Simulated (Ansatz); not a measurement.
**Si2W: response to strain**

Si2W is deformed so: equal xx and yy strain of +1 %. What stress and forces result, by LAPW, PAW and all-electron datasets made for the crystal?

Computed with Ansatz 0.2.0 (DFT LDA, scalar-relativistic, unless a step's input says otherwise).

## 1. The starting structure

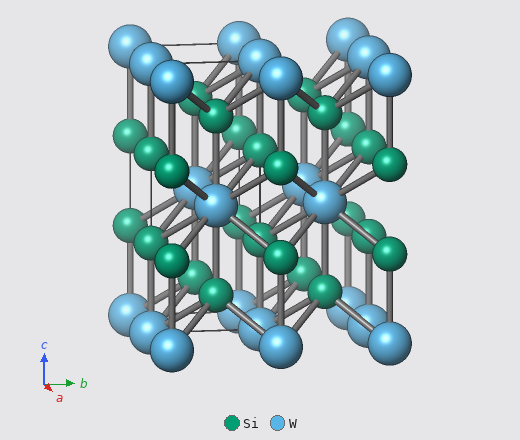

The starting structure, seen slightly off an axis (silicon teal, tungsten blue). 2×2×1 cells are drawn. Atoms on the faces are drawn again on the opposite ones. The cell drawn here is the conventional one.

Coordinates:

```
Si W
1.0
    -1.60600    1.60600    3.94000
     1.60600   -1.60600    3.94000
     1.60600    1.60600   -3.94000
Si W
2 1
Direct
  0.33300 0.33300 0.00000
  0.66700 0.66700 0.00000
  0.00000 0.00000 0.00000
```

Atoms are numbered in the order of the input: Si1, Si2, W3.

## 2. After the deformation

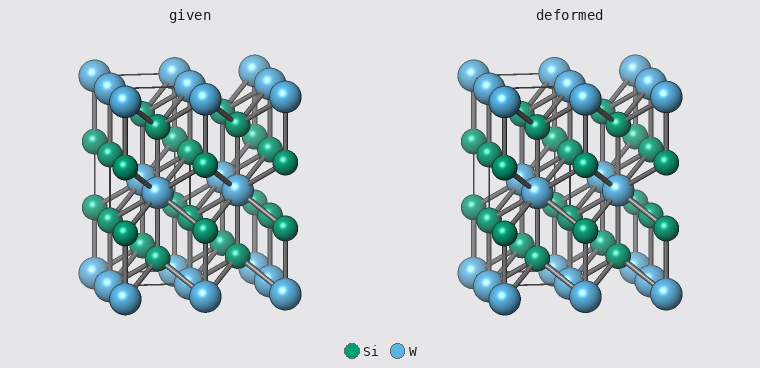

Given and deformed, at one scale.

Space group I4/mmm before, I4/mmm after.

## 3. LAPW, all electrons

Contents of input.yaml:

```yaml
crystal:
  lattice:
    - [-1.62206, 1.62206, 3.94]
    - [1.62206, -1.62206, 3.94]
    - [1.62206, 1.62206, -3.94]
  atoms:
    - { symbol: Si, position: [0.333, 0.333, 0.0] }
    - { symbol: Si, position: [0.667, 0.667, 0.0] }
    - { symbol: W, position: [0.0, 0.0, 0.0] }
kpoints:
  mp_grid: { grid: [11, 11, 14] }
  band_path:
    path:
      - [0.0, 0.0, 0.0]
      - [0.0, 0.0, 0.5]
      - [0.25, 0.25, 0.25]
      - [0.0, 0.5, 0.0]
      - [0.0, 0.0, 0.0]
      - [0.5, 0.5, -0.5]
      - [0.2923722372, 0.7076277628, -0.2923722372]
      - [-0.2923722372, 0.2923722372, 0.2923722372]
      - [0.0, 0.0, 0.0]
    npoints: 5
scf:
  occupations: { method: fermi_dirac, width: 0.05 }
hamiltonian:
  xc: lda
  pseudopotentials: { kind: all_electron, lapw: { basis_error: 0.001 } }
output:
  forces: true
  stress: true
  eigenvalues: true
```

The run is started by

```console
ansatz run input.yaml --threads 1 --pin off --max-ram 6144MiB --backend cpu --events-out ev --progress --plain --runs-dir out
```

Output, shortened:

```text
Warning: crystal.symmetry: narrowed to the stabiliser of the k-point mesh — unitary ops 16 → 4; excluded 12 operations that carry a point of the 11×11×14 mesh (shift [0, 0, 0]) off the mesh (the run samples exactly the mesh kpoints.mp_grid names, as under crystal.symmetry.detect: false, [...]
LAPW: plane waves up to 7.884 Å⁻¹, error target 1.0e-3 eV per atom; small_component_spin mean_spin; Si in spheres of 1.148 Å, 12 of its electrons in bands, Dirac shells []; W in spheres of 1.476 Å, 38 of its electrons in bands, Dirac shells []
[...]
Pseudopotentials: kind: all_electron
Pseudopotential: Si, LAPW, valence charge 12, Koelling and Harmon's equation, gaussian nucleus
Pseudopotential: W, LAPW, valence charge 38, Koelling and Harmon's equation, gaussian nucleus
Functional definition: SPW92
[...]
Crystal: 3 atoms, lattice volume = 41.466 Å³
Basis set: ecut = 236.79498928961874 eV, 329 PW (Γ), FFT grids on a1+a3, a2+a3, a3, exchange–correlation at level 2
Bands: 38, of which v1, the nominal top of the filled ones, is band 31 counted from 1 (30 counted from 0)
Symmetry: 4 space group operations
k-points: 468 of 1694
[...]
SCF iter   1: F=—  HF=-454679.239678 eV  |F-HF|=—  |Δ(HF+E_count)|=         —  Δρ=2.60e-2  dr2=1.97e-1  ethr=3.17e-4  ⟨swp⟩=2.8  Hψ=116068  notcnv=0
[...]
the basis was enlarged: its passes take 167.8 KiB over the memory plan, 1 of 1 planned eigensolver slots
[...]
SCF iter   9: F=-454679.028772 eV  HF=-454679.028772 eV  |F-HF|=3.25e-8  |Δ(HF+E_count)|=   9.35e-8  Δρ=1.25e-5  dr2=6.84e-8  ethr=1.28e-9  ⟨swp⟩=2.1  Hψ=50470  notcnv=0
[...]
NSCF: frozen V_eff on 41 k-points
SCF converged after 9 iterations
Free energy (F): -454679.028772 eV
[...]
E sigma→0 (E₀):  -454679.027665 eV
Entropy (-TS):   -0.002214 eV (-0.738 meV/atom)
Fermi energy:    19.686726 eV
[...]
--- Forces (eV/Å), atoms counted from 1 ---
  atom   1  Si    -0.00063563    -0.00063563     0.36369546
  atom   2  Si     0.00063563     0.00063563    -0.36369546
  atom   3  W     -0.00000000    -0.00000000     0.00000000
[...]
--- Stress (GPa, compression-positive) ---
      -11.135667       0.053428       0.005526
        0.053428     -11.135667       0.005526
        0.005526       0.005526     -10.976925
  P = ⅓ Tr σ = -11.0828 GPa (-110.828 kbar)
--- Band table (eV; the first three rows and the last of 468) ---
[...]
```

It took 84 s on 1 thread of Intel Xeon 6975P-C (Granite Rapids), shared host; peak memory 1.6 GiB.

In short: pressure -11.08 GPa; no gap; largest force 0.364 eV/Å.

## 4. PAW with frozen cores

Contents of input.yaml:

```yaml
crystal:
  lattice:
    - [-1.62206, 1.62206, 3.94]
    - [1.62206, -1.62206, 3.94]
    - [1.62206, 1.62206, -3.94]
  atoms:
    - { symbol: Si, position: [0.333, 0.333, 0.0] }
    - { symbol: Si, position: [0.667, 0.667, 0.0] }
    - { symbol: W, position: [0.0, 0.0, 0.0] }
kpoints:
  mp_grid: { grid: [11, 11, 14] }
scf:
  occupations: { method: fermi_dirac, width: 0.05 }
hamiltonian:
  xc: lda
  pseudopotentials: { kind: paw }
output:
  forces: true
  stress: true
  eigenvalues: true
  efg: { contact_densities: true }
  write_density: true
  write_potential: true
  elf: true
  volumetric_format: npy
```

The run is started by

```console
ansatz run input.yaml --threads 1 --pin off --max-ram 6144MiB --backend cpu --events-out ev --progress --plain --runs-dir out
```

Output, shortened:

```text
Warning: crystal.symmetry: narrowed to the stabiliser of the k-point mesh — unitary ops 16 → 4; excluded 12 operations that carry a point of the 11×11×14 mesh (shift [0, 0, 0]) off the mesh (the run samples exactly the mesh kpoints.mp_grid names, as under crystal.symmetry.detect: false, [...]
W: output.efg is read without spin–orbit coupling, which moves field gradients at and beside such atoms by some per cent and up to a factor of two; PAW files take it under magnetization.noncollinear and magnetization.spin_orbit
[...]
Pseudopotentials: kind: paw
Pseudopotential: Si, paw, valence charge 4, recommended cutoff 420 eV (normal)
Pseudopotential: W, paw, valence charge 14, recommended cutoff 420 eV (normal)
Functional definition: SPW92
[...]
Crystal: 3 atoms, lattice volume = 41.466 Å³
Basis set: ecut = 420 eV, 833 PW (Γ)
Bands: 15, of which v1, the nominal top of the filled ones, is band 11 counted from 1 (10 counted from 0)
Symmetry: 4 space group operations
k-points: 468 of 1694
[...]
  atom   2  Si     0.00063571     0.00063571    -0.36161346
  atom   3  W     -0.00000000    -0.00000000     0.00000000
[...]
--- Stress (GPa, compression-positive) ---
      -11.130901       0.053425       0.005482
        0.053425     -11.130901       0.005482
        0.005482       0.005482     -10.941855
  P = ⅓ Tr σ = -11.0679 GPa (-110.679 kbar)
--- PAW observables at the nuclei: V_zz in 10²¹ V/m², potentials from the cell's mean, atoms counted from 1 ---
  atom   1  Si V_zz =    -1.031372   η = 0.0150   by run symmetry: allowed
            electrostatic potential = -1370.060741 V   contact ρ = 12691.720730 e/Å³
  atom   2  Si V_zz =    -1.031372   η = 0.0150   by run symmetry: allowed
            electrostatic potential = -1370.060741 V   contact ρ = 12691.720730 e/Å³
  atom   3  W  V_zz =   -17.088076   η = 0.0003   by run symmetry: allowed
            electrostatic potential = -14812.625406 V   contact ρ = 8788615.766061 e/Å³
--- Band table (eV; the first three rows and the last of 468) ---
  k-point 0: bands = ["-57.8383", "-22.1097", "-22.0807", "-22.0806", "2.1738", "9.3884", "12.2774", "12.8085", "13.1741", "13.1744", "16.5809", "18.4761", "19.0387", "19.0909", "19.0911"]
[...]
```

It took 11 s on 1 thread of Intel Xeon 6975P-C (Granite Rapids), shared host; peak memory 0.59 GiB.

Read from it: pressure -11.07 GPa; no gap; largest force 0.362 eV/Å; Vzz Si1 -1.0, W3 -17.1 (10²¹ V/m²).

The fields are shown in the conventional cell of this run's space group, carried over from its grid by interpolation.

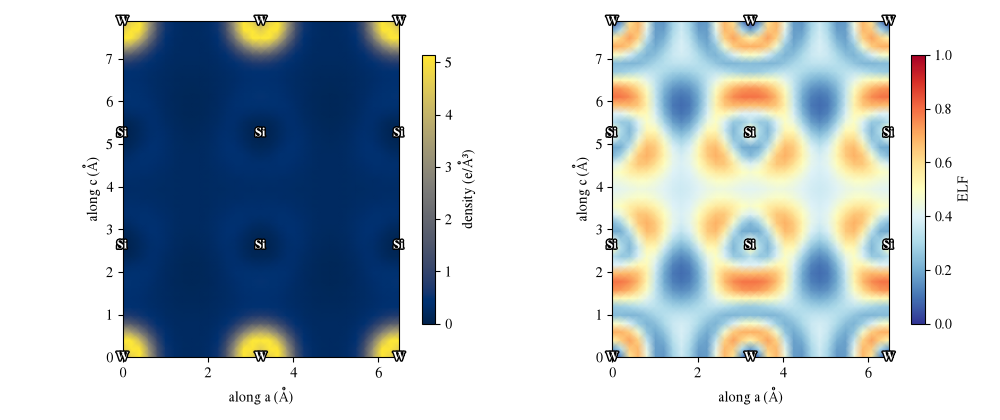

Density (left) and ELF (right) in a lattice plane of the grid's cell (edges 3.24 and 7.88 Å, at 0.000 of the third edge), which holds Si and W. Only atoms in the plane are labelled. Both are smooth fields of the valence electrons: close to the nuclei they are not physical.

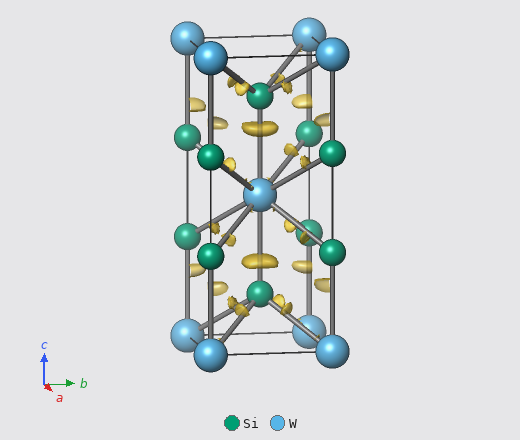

Surface of ELF = 0.73, drawn in one cell.

Outside the cores ELF peaks at 0.79 on the Si–W line, 0.9 Å from Si.

## 5. All-electron PAW on datasets made for the crystal

input.yaml: that of step 4 with these lines changed.

```diff
@@ -15,3 +15,3 @@
   xc: lda
-  pseudopotentials: { kind: paw }
+  pseudopotentials: { kind: all_electron, datasets: crystal }
 output:
@@ -21,5 +21 @@
   efg: { contact_densities: true }
-  write_density: true
-  write_potential: true
-  elf: true
-  volumetric_format: npy
```

The run is started by

```console
ansatz run input.yaml --threads 1 --pin off --max-ram 6144MiB --backend cpu --events-out ev --progress --plain --runs-dir out
```

Output, shortened:

```text
Warning: crystal.symmetry: narrowed to the stabiliser of the k-point mesh — unitary ops 16 → 4; excluded 12 operations that carry a point of the 11×11×14 mesh (shift [0, 0, 0]) off the mesh (the run samples exactly the mesh kpoints.mp_grid names, as under crystal.symmetry.detect: false, [...]
W: output.efg is read without spin–orbit coupling, which moves field gradients at and beside such atoms by some per cent and up to a factor of two; PAW files take it under magnetization.noncollinear and magnetization.spin_orbit
[...]
Pseudopotentials: kind: all_electron
Pseudopotential: Si, paw, valence charge 4, recommended cutoff 320 eV (normal), Koelling and Harmon's equation, gaussian nucleus
Pseudopotential: W, paw, valence charge 28, recommended cutoff 320 eV (normal), Koelling and Harmon's equation, gaussian nucleus
Functional definition: SPW92
[...]
Crystal: 3 atoms, lattice volume = 41.466 Å³
Basis set: ecut = 320 eV, 551 PW (Γ)
[...]
  atom   2  Si     0.00063559     0.00063559    -0.36347092
  atom   3  W      0.00000000     0.00000000     0.00000000
[...]
--- Stress (GPa, compression-positive) ---
      -11.135877       0.053435       0.005515
        0.053435     -11.135877       0.005515
        0.005515       0.005515     -10.978172
  P = ⅓ Tr σ = -11.0833 GPa (-110.833 kbar)
  It holds what live shells' own plane waves past their cutoff add
--- PAW observables at the nuclei: V_zz in 10²¹ V/m², potentials from the cell's mean, atoms counted from 1 ---
  atom   1  Si V_zz =    -0.997370   η = 0.0155   by run symmetry: allowed
            electrostatic potential = -1366.916408 V   contact ρ = 12700.521762 e/Å³
  atom   2  Si V_zz =    -0.997370   η = 0.0155   by run symmetry: allowed
            electrostatic potential = -1366.916408 V   contact ρ = 12700.521762 e/Å³
  atom   3  W  V_zz =   -16.943461   η = 0.0003   by run symmetry: allowed
            electrostatic potential = -14806.520724 V   contact ρ = 8783980.500370 e/Å³
--- Band table (eV; the first three rows and the last of 468) ---
  k-point 0: bands = ["5.8713", "13.0855", "15.9764", "16.5081", "16.8706", "16.8710", "20.2786", "22.1722", "22.7402"]
[...]
```

Run time: 34 s. Hardware: 1 thread of Intel Xeon 6975P-C (Granite Rapids), shared host; peak memory 1.1 GiB.

In short: pressure -11.08 GPa; no gap; largest force 0.363 eV/Å; Vzz Si1 -1.0, W3 -16.9 (10²¹ V/m²).

## 6. Stress and forces compared

Stress (GPa, compression positive):

| method | xx | yy | zz | yz | xz | xy |
| --- | --- | --- | --- | --- | --- | --- |
| LAPW | -11.14 | -11.14 | -10.98 | 0.01 | 0.01 | 0.05 |
| PAW | -11.13 | -11.13 | -10.94 | 0.01 | 0.01 | 0.05 |
| crystal datasets | -11.14 | -11.14 | -10.98 | 0.01 | 0.01 | 0.05 |

Forces (eV/Å):

| atom | LAPW x | LAPW y | LAPW z | PAW x | PAW y | PAW z | crystal datasets x | crystal datasets y | crystal datasets z |
| --- | --- | --- | --- | --- | --- | --- | --- | --- | --- |
| Si1 | -0.001 | -0.001 | 0.364 | -0.001 | -0.001 | 0.362 | -0.001 | -0.001 | 0.363 |
| Si2 | 0.001 | 0.001 | -0.364 | 0.001 | 0.001 | -0.362 | 0.001 | 0.001 | -0.363 |
| W3 | 0.000 | 0.000 | 0.000 | 0.000 | 0.000 | 0.000 | 0.000 | 0.000 | 0.000 |

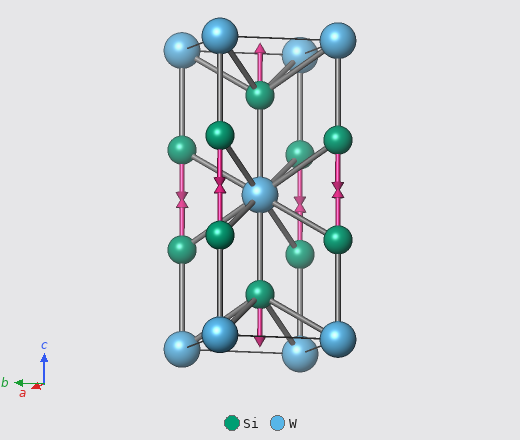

Forces of the LAPW run as arrows; the longest is 0.364 eV/Å.

| method | pressure (GPa) | largest force (eV/Å) | Vzz Si1 (10²¹ V/m²) | Vzz W3 (10²¹ V/m²) | SCF cycles, all passes |
| --- | --- | --- | --- | --- | --- |
| LAPW | -11.08 | 0.364 | – | – | 9 |
| PAW | -11.07 | 0.362 | -1.03 | -17.09 | 6 |
| crystal datasets | -11.08 | 0.363 | -1.00 | -16.94 | 10 |

## 7. Outcome

```
                                 quantity                                                 value
                                 pressure  LAPW -11.08, PAW -11.07, crystal datasets -11.08 GPa
largest shear or deviatoric stress (LAPW)                                              0.11 GPa
```

**Reading.** The largest part of the stress beyond the pressure is 0.11 GPa in size, in the zz component; the atoms are carried along and not relaxed. No run of the undeformed cell stands beside it, so the pressure holds what the given cell had before the change. PAW: stress within 0.04 GPa of LAPW, forces within 2 meV/Å. Crystal datasets: stress within 0.01 GPa of LAPW, forces within 1 meV/Å. Spin-orbit coupling is left out, though the cell holds W; in elements this heavy it can shift bands and gaps by tenths of an eV. The k mesh doesn't keep the crystal's whole symmetry, which leaves small spurious terms.
